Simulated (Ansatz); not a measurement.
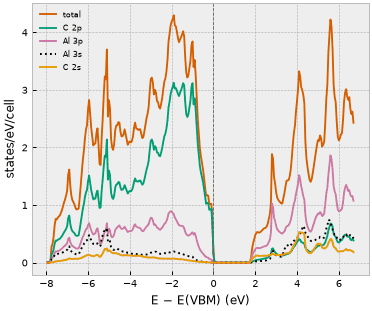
*Total and projected density of states of Al4C3 in space group R-3m (No. 166; Al on 6c, Al on 6c, C on 6c, C on 3a), r²SCAN (plane waves, PAW; program Ansatz)*

Which orbitals carry the states next to the gap?

Top 1 eV of the valence band: C 2p 84 %, Al 3p 11 %. Bottom 1 eV of the conduction band: Al 3p 48 %, C 2s 21 %, C 2p 11 %, Al 3s 6 %, outside the projected shells 15 %. Projections are on Löwdin-orthogonalised atomic valence shells; empty p or d shells of many metals are not among them.

Where is the tallest occupied peak in this window, and what makes it?

Near -1.9 eV, about 4.3 states/eV per cell; the largest projected share is C 2p.

The workflow started from a Materials Project entry (that database holds measured and hypothetical structures alike); the Crystallography Open Database files this formula in space group No. 166, but the cells were not matched. Its standing as an ambient phase is unchecked. The r²SCAN relaxation kept the symmetry of its start; whether a distortion lowers the energy is not shown.

Potentials: the later of the program's two PAW sets.
